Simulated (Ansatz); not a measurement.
**Si$_{4}$H$_{9}$F: geometry relaxation (part 1 of 2)**

- system: Si$_{4}$H$_{9}$F
- method: RKS B3LYP-D4/STO-3G (Ansatz 0.2.0)

It belongs to a series of runs on one base structure; here: start relaxed.

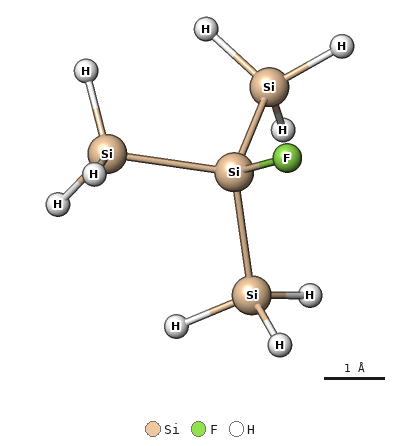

*The structure as given in the input (ball-and-stick view, seen at a tilt).*

Bond lengths as drawn: F–Si 1.59 Å, H–Si 1.46 Å and Si–Si 2.22 Å.

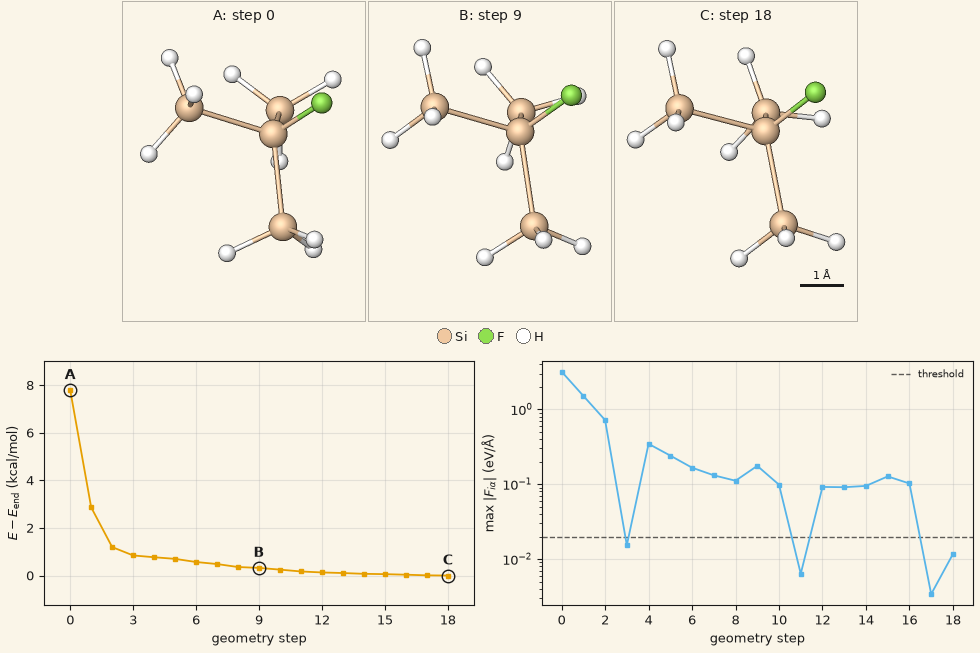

*Frames of the relaxation (ball-and-stick view, seen at a tilt) above the curves, on which the letters mark them (the first geometry is step 0 here and step 1 in the log).*

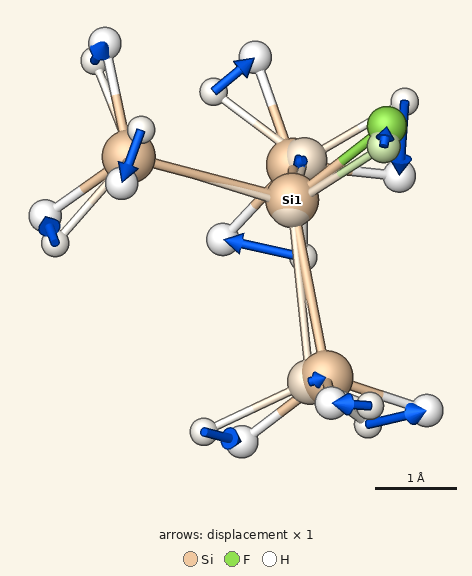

*Start (faint) and end (solid) with the displacements as blue arrows, at true length (ball-and-stick view, seen at a tilt). The two geometries are laid on each other by the best rigid fit.*

Over 18 geometry steps the energy falls by 7.79 kcal/mol. Largest force component: 3.2 eV/Å at the start, 0.012 eV/Å at the end. The atom that moves furthest after the best rigid fit is H12 (1.04 Å). Largest moves by element: H 1.04 Å, F 0.28 Å, Si 0.24 Å. Among the contacts that change: Si1–F2 1.590 → 1.668 Å, Si1–Si11 2.218 → 2.275 Å, Si11–H12 1.460 → 1.446 Å. Among the angles that change: Si1–Si3–H4 109.5° → 112.0°, Si1–Si3–H6 109.5° → 112.0°. (Atoms are counted from 1 in the order of the input.)

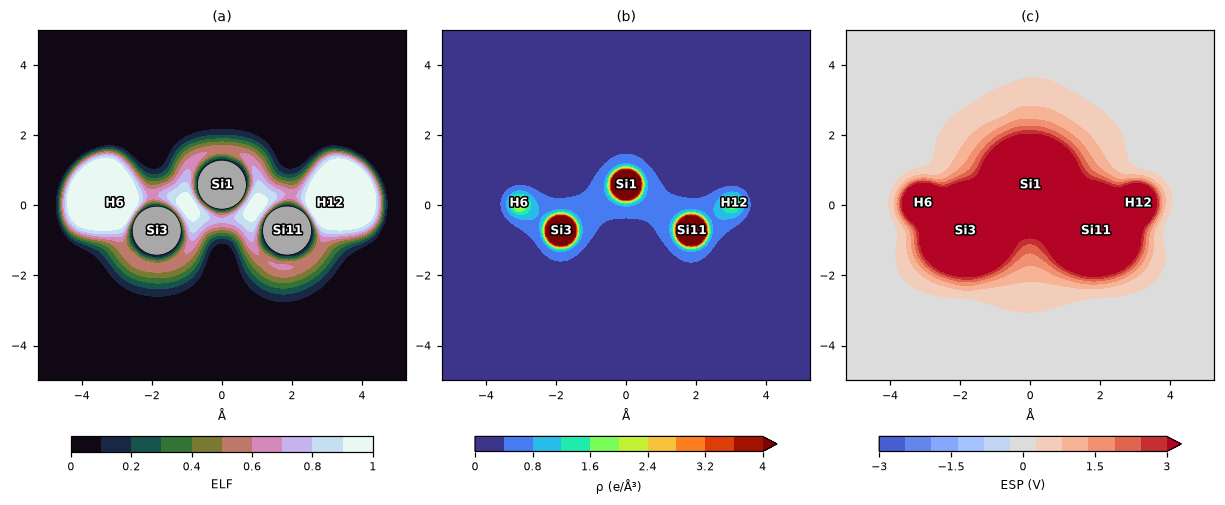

*(a) electron localisation function; (b) electron density; (c) electrostatic potential on the plane of atoms Si3, Si1 and Si11. Grey discs, where drawn, cover atomic cores.*

Si–Si (2.28 Å): ρ at the midpoint is about 0.61 e/Å³; the ELF peaks at about 0.95 between the atoms (a covalent bond). The potential has no marked negative region in this plane.

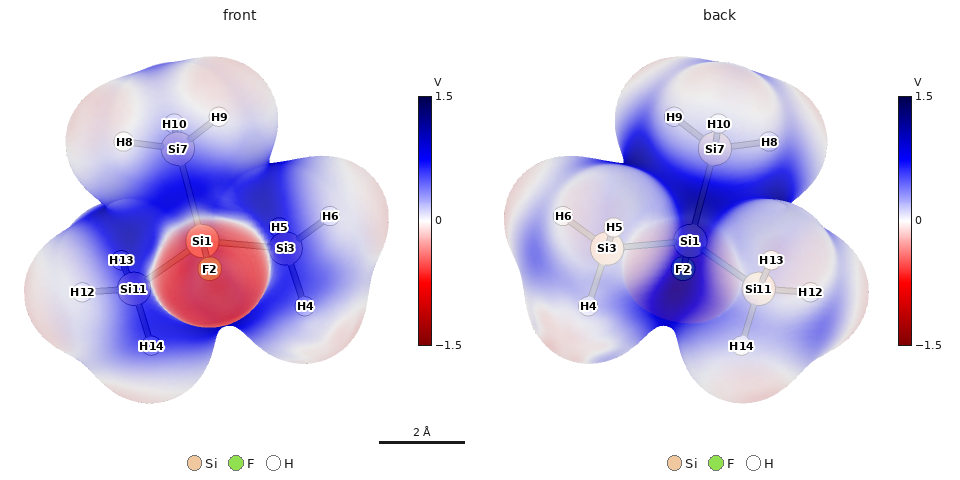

*The electrostatic potential painted on the density surface at 0.001 e/bohr³, seen at a tilt and from behind; red is negative and blue positive.*

The input that produced these results follows, with the program's output.

### Input file
```yaml
crystal:
  periodic: [false, false, false]
  atoms:
    - { symbol: Si, position_ang: [0.0, 0.0, 0.0] }
    - { symbol: F, position_ang: [0.0, 0.0, 1.59] }
    - { symbol: Si, position_ang: [2.0935, 0.0, -0.7393] }
    - { symbol: H, position_ang: [2.5508, -1.3762, -0.9079] }
    - { symbol: H, position_ang: [2.1573, 0.6939, -2.0222] }
    - { symbol: H, position_ang: [2.951, 0.6823, 0.2255] }
    - { symbol: Si, position_ang: [-1.0456, 1.8115, -0.7393] }
    - { symbol: H, position_ang: [-2.4302, 1.478, -1.0607] }
    - { symbol: H, position_ang: [-1.0215, 2.8436, 0.2931] }
    - { symbol: H, position_ang: [-0.3743, 2.3069, -1.9374] }
    - { symbol: Si, position_ang: [-1.0456, -1.8115, -0.7393] }
    - { symbol: H, position_ang: [-1.7029, -2.4846, 0.3772] }
    - { symbol: H, position_ang: [-2.0454, -1.4265, -1.7311] }
    - { symbol: H, position_ang: [-0.0777, -2.7173, -1.3511] }
basis:
  gaussian: { orbitals: STO-3G }
hamiltonian:
  xc: b3lyp
  dispersion: d4
relax:
  f_tol: 0.02
  max_steps: 40
output:
  orbitals: {}
```

Command:
```bash
ansatz run input.yaml --threads 1 --pin off --max-ram 2048MiB --backend cpu --events-out ev --progress --plain --runs-dir out
```

### Output
```
The last accepted step is kept in [file] (removed where the run ends without a failure and the disk answers)
Engine: ansatz 0.2.0, aarch64-unknown-linux-gnu
Functional definition: B3LYP
  parameter a0 = 0.2
  parameter ax = 0.72
  parameter ac = 0.81
  exchange = (1 - a0 - ax)*slater_x + ax*b88_x + a0*exact_x
  correlation = (1 - ac)*vwn_rpa_c + ac*lyp_c
651 factors; integrals over basis functions are off by at most 1.4e-5 eV
mean field evaluation 1: about -33967.9602 eV, gradient 2.7e1 eV
mean field evaluation 2: about -33967.5351 eV, gradient 3.1e1 eV
mean field evaluation 4: about -33970.5951 eV, gradient 6.1e-1 eV
mean field evaluation 8: about -33970.5583 eV, gradient 5.4e-3 eV
mean field -33970.55830256 eV, -1248.3949915476 hartree, gradient 4.4e-5 eV, S^2 0.000000; 0 other end points of the search recorded, 0 dependent functions left out
the calculation of the forces begins
reference -33970.55852626 eV, -1248.3949997684 hartree; 37, 37 occupied and 13, 13 virtual orbitals, 651 factors
relax step   1: F+E_penalty+E_count = -33971.21968371 eV  Δ(F+E_penalty+E_count) = +0.000e0 eV  max|allowed force component| = 3.179e0 eV/Å  Δτ_max = 0.0000 Å  (19 SCF iters, accepted)
these checks for a lower state are left out or cut short: starts, cluster_reference, orbital_swaps, neighbouring_geometries, increment
651 factors; integrals over basis functions are off by at most 1.1e-5 eV
mean field evaluation 16: about -33970.8031 eV, gradient 3.8e-5 eV
mean field -33970.80312948 eV, -1248.4039887711 hartree, gradient 8.7e-5 eV, S^2 0.000000; 0 other end points of the search recorded, 0 dependent functions left out
[... from here on the field's lines of each further geometry are left out, up to the last ...]
relax step   2: F+E_penalty+E_count = -33971.43327209 eV  Δ(F+E_penalty+E_count) = -2.136e-1 eV  max|allowed force component| = 1.510e0 eV/Å  Δτ_max = 0.1797 Å  (21 SCF iters, accepted)
relax step   3: F+E_penalty+E_count = -33971.50559126 eV  Δ(F+E_penalty+E_count) = -7.232e-2 eV  max|allowed force component| = 7.174e-1 eV/Å  Δτ_max = 0.0588 Å  (21 SCF iters, accepted)
relax step   4: F+E_penalty+E_count = -33971.52081663 eV  Δ(F+E_penalty+E_count) = -1.523e-2 eV  max|allowed force component| = 1.532e-2 eV/Å  Δτ_max = 0.1159 Å  (21 SCF iters, accepted)
relax step   5: F+E_penalty+E_count = -33971.52408789 eV  Δ(F+E_penalty+E_count) = -3.271e-3 eV  max|allowed force component| = 3.452e-1 eV/Å  Δτ_max = 0.1151 Å  (21 SCF iters, accepted)
relax step   6: F+E_penalty+E_count = -33971.52706213 eV  Δ(F+E_penalty+E_count) = -2.974e-3 eV  max|allowed force component| = 2.405e-1 eV/Å  Δτ_max = 0.0274 Å  (21 SCF iters, accepted)
relax step   7: F+E_penalty+E_count = -33971.53278059 eV  Δ(F+E_penalty+E_count) = -5.718e-3 eV  max|allowed force component| = 1.659e-1 eV/Å  Δτ_max = 0.1588 Å  (19 SCF iters, accepted)
relax step   8: F+E_penalty+E_count = -33971.53648444 eV  Δ(F+E_penalty+E_count) = -3.704e-3 eV  max|allowed force component| = 1.312e-1 eV/Å  Δτ_max = 0.0600 Å  (20 SCF iters, accepted)
relax step   9: F+E_penalty+E_count = -33971.54193438 eV  Δ(F+E_penalty+E_count) = -5.450e-3 eV  max|allowed force component| = 1.111e-1 eV/Å  Δτ_max = 0.0963 Å  (20 SCF iters, accepted)
relax step  10: F+E_penalty+E_count = -33971.54350626 eV  Δ(F+E_penalty+E_count) = -1.572e-3 eV  max|allowed force component| = 1.755e-1 eV/Å  Δτ_max = 0.1178 Å  (19 SCF iters, accepted)
relax step  11: F+E_penalty+E_count = -33971.54666763 eV  Δ(F+E_penalty+E_count) = -3.161e-3 eV  max|allowed force component| = 9.831e-2 eV/Å  Δτ_max = 0.0449 Å  (19 SCF iters, accepted)
relax step  12: F+E_penalty+E_count = -33971.55001946 eV  Δ(F+E_penalty+E_count) = -3.352e-3 eV  max|allowed force component| = 6.369e-3 eV/Å  Δτ_max = 0.0712 Å  (20 SCF iters, accepted)
relax step  13: F+E_penalty+E_count = -33971.55180895 eV  Δ(F+E_penalty+E_count) = -1.789e-3 eV  max|allowed force component| = 9.180e-2 eV/Å  Δτ_max = 0.1211 Å  (19 SCF iters, accepted)
relax step  14: F+E_penalty+E_count = -33971.55287284 eV  Δ(F+E_penalty+E_count) = -1.064e-3 eV  max|allowed force component| = 9.102e-2 eV/Å  Δτ_max = 0.0518 Å  (19 SCF iters, accepted)
relax step  15: F+E_penalty+E_count = -33971.55430818 eV  Δ(F+E_penalty+E_count) = -1.435e-3 eV  max|allowed force component| = 9.477e-2 eV/Å  Δτ_max = 0.0826 Å  (20 SCF iters, accepted)
relax step  16: F+E_penalty+E_count = -33971.55489840 eV  Δ(F+E_penalty+E_count) = -5.902e-4 eV  max|allowed force component| = 1.269e-1 eV/Å  Δτ_max = 0.0930 Å  (20 SCF iters, accepted)
relax step  17: F+E_penalty+E_count = -33971.55590950 eV  Δ(F+E_penalty+E_count) = -1.011e-3 eV  max|allowed force component| = 1.020e-1 eV/Å  Δτ_max = 0.0364 Å  (21 SCF iters, accepted)
relax step  18: F+E_penalty+E_count = -33971.55706604 eV  Δ(F+E_penalty+E_count) = -1.157e-3 eV  max|allowed force component| = 3.405e-3 eV/Å  Δτ_max = 0.0352 Å  (21 SCF iters, accepted)
the calculation of the forces begins
reference -33970.92208619 eV, -1248.4083603495 hartree; 37, 37 occupied and 13, 13 virtual orbitals, 651 factors
relax step  19: F+E_penalty+E_count = -33971.55746857 eV  Δ(F+E_penalty+E_count) = -4.025e-4 eV  max|allowed force component| = 1.166e-2 eV/Å  Δτ_max = 0.0471 Å  (19 SCF iters, accepted)
651 factors; integrals over basis functions are off by at most 2.4e-5 eV
mean field -33970.92186443 eV, -1248.4083522000 hartree, gradient 6.7e-5 eV, S^2 0.000000; 1 other end points of the search recorded, 0 dependent functions left out
the calculation of the forces begins
reference -33970.92208619 eV, -1248.4083603495 hartree; 37, 37 occupied and 13, 13 virtual orbitals, 651 factors
Total energy: -33971.55769033 eV, -1248.4317183706 hartree
Atom 0 at     0.008125    -0.072759     0.016838 Å, force    -0.001902    -0.005090     0.003917 eV/Å
Atom 1 at     0.026629    -0.260773     1.673955 Å, force     0.000501     0.002563     0.003236 eV/Å
Atom 2 at     2.146791     0.051818    -0.749275 Å, force    -0.002024     0.003464    -0.003508 eV/Å
Atom 3 at     2.919976    -1.114264    -0.386734 Å, force    -0.002176     0.000136     0.000105 eV/Å
Atom 4 at     2.146567     0.143321    -2.191820 Å, force     0.001843     0.000630     0.000024 eV/Å
Atom 5 at     2.836653     1.214927    -0.239172 Å, force     0.001479    -0.000334    -0.000360 eV/Å
Atom 6 at    -1.106052     1.839017    -0.512984 Å, force     0.003679    -0.001790     0.000120 eV/Å
Atom 7 at    -2.494369     1.785656    -0.114607 Å, force     0.000414    -0.000911     0.000963 eV/Å
Atom 8 at    -0.512175     2.999594     0.110891 Å, force    -0.000905     0.001737    -0.000403 eV/Å
Atom 9 at    -1.070864     2.046973    -1.942948 Å, force    -0.001211     0.000876     0.000834 eV/Å
Atom 10 at    -1.042004    -1.855854    -0.929156 Å, force     0.002452     0.000887    -0.004795 eV/Å
Atom 11 at    -2.338355    -2.095006    -0.335475 Å, force     0.008745     0.000705    -0.008312 eV/Å
Atom 12 at    -1.245163    -1.613220    -2.339958 Å, force     0.000768    -0.009715     0.009733 eV/Å
Atom 13 at    -0.266358    -3.069331    -0.802055 Å, force    -0.011664     0.006843    -0.001553 eV/Å
Dipole moment:    -0.001229     0.006556    -0.065855 e Å
```

### Trajectory as extended XYZ (Å, eV, eV/Å), 19 frames, from step=1 to step=19
```
14
Properties=species:S:1:pos:R:3:forces:R:3 step=1 energy=-33971.21968
Si    0.0000    0.0000    0.0000    0.0547   0.0448  -2.0792
F     0.0000    0.0000    1.5900   -0.0010  -0.0103   3.1792
Si    2.0935    0.0000   -0.7393    0.9186  -0.0306  -0.2549
H     2.5508   -1.3762   -0.9079    0.0924   0.4266  -0.0259
H     2.1573    0.6939   -2.0222    0.1528  -0.2248   0.3169
H     2.9510    0.6823    0.2255   -0.0472  -0.1891  -0.3722
Si   -1.0456    1.8115   -0.7393   -0.5047   0.8131  -0.2767
H    -2.4302    1.4780   -1.0607    0.3137   0.3085   0.0208
H    -1.0215    2.8436    0.2931   -0.1008  -0.1197  -0.3889
H    -0.3743    2.3069   -1.9374   -0.3085   0.0009   0.2895
Si   -1.0456   -1.8115   -0.7393   -0.4562  -0.8346  -0.3294
H    -1.7029   -2.4846    0.3772    0.0886   0.0290  -0.4045
H    -2.0454   -1.4265   -1.7311    0.2119  -0.2969   0.2202
H    -0.0777   -2.7173   -1.3511   -0.4143   0.0832   0.1051
14
Properties=species:S:1:pos:R:3:forces:R:3 step=2 energy=-33971.43327
Si    0.0012    0.0034    0.0281    0.0020  -0.0618  -1.5097
F    -0.0011   -0.0071    1.6537   -0.0147  -0.0094   1.4091
Si    2.1633   -0.0066   -0.7169    0.4987   0.0235  -0.1751
H     2.7184   -1.3321   -0.9154   -0.2351   0.0167   0.0968
H     2.2962    0.6558   -1.9977   -0.1753   0.0136   0.0430
H     3.0916    0.6695    0.1688   -0.2165   0.0082   0.0560
Si   -1.0872    1.8725   -0.7179   -0.2490   0.4375  -0.1873
H    -2.4786    1.6510   -1.0640    0.1288  -0.1980   0.1022
H    -1.0998    2.9640    0.2367    0.1195  -0.1850   0.0665
H    -0.4834    2.4151   -1.9174    0.1077  -0.1534   0.0545
Si   -1.0723   -1.8697   -0.7313   -0.2531  -0.4389  -0.1916
H    -1.7609   -2.5962    0.3170    0.0880   0.1686   0.0687
H    -2.0835   -1.5798   -1.7283    0.0913   0.1798   0.0720
H    -0.1944   -2.8397   -1.3578    0.1076   0.1986   0.0950
14
Properties=species:S:1:pos:R:3:forces:R:3 step=3 energy=-33971.50559
Si    0.0001   -0.0075    0.0161   -0.0071   0.0484  -0.7174
F    -0.0114   -0.0130    1.6648    0.0108  -0.0157   0.6146
Si    2.1569    0.0086   -0.7307    0.0893  -0.0631   0.0166
H     2.6689   -1.3343   -0.9095   -0.0236   0.0607   0.0186
H     2.2541    0.6769   -2.0105   -0.0391  -0.0194   0.0339
H     3.0494    0.6936    0.1811   -0.0675  -0.0133  -0.0227
Si   -1.0709    1.8657   -0.7301   -0.0845   0.0575   0.0001
H    -2.4557    1.5972   -1.0580    0.0645   0.0048   0.0272
H    -1.0589    2.9292    0.2529    0.0235  -0.0604  -0.0263
H    -0.4409    2.3801   -1.9271   -0.0048  -0.0400   0.0343
Si   -1.0803   -1.8730   -0.7396   -0.0167  -0.0801  -0.0255
H    -1.7559   -2.5705    0.3344    0.0300   0.0465  -0.0227
H    -2.0807   -1.5407   -1.7319    0.0485   0.0187   0.0356
H    -0.1654   -2.8123   -1.3543   -0.0234   0.0554   0.0338
14
Properties=species:S:1:pos:R:3:forces:R:3 step=4 energy=-33971.52082
Si   -0.0024   -0.0142    0.0024   -0.0010  -0.0060   0.0144
F    -0.0160   -0.0470    1.6706    0.0047  -0.0015  -0.0137
Si    2.1569    0.0076   -0.7242   -0.0153  -0.0025   0.0008
H     2.7100   -1.3252   -0.8085    0.0041   0.0039   0.0133
H     2.2292    0.5909   -2.0444    0.0060  -0.0049  -0.0097
H     3.0117    0.7858    0.1437   -0.0066   0.0063   0.0003
Si   -1.0746    1.8662   -0.7107    0.0055  -0.0110  -0.0001
H    -2.4799    1.6258   -0.9483   -0.0014   0.0056   0.0140
H    -0.9678    2.9434    0.2473    0.0072  -0.0017   0.0020
H    -0.4990    2.3294   -1.9528   -0.0071   0.0033  -0.0085
Si   -1.0768   -1.8715   -0.7696    0.0076   0.0117  -0.0037
H    -1.7922   -2.5450    0.2910   -0.0016   0.0046  -0.0041
H    -2.0373   -1.5247   -1.7926    0.0014  -0.0061  -0.0076
H    -0.1523   -2.8214   -1.3463   -0.0036  -0.0016   0.0024
```
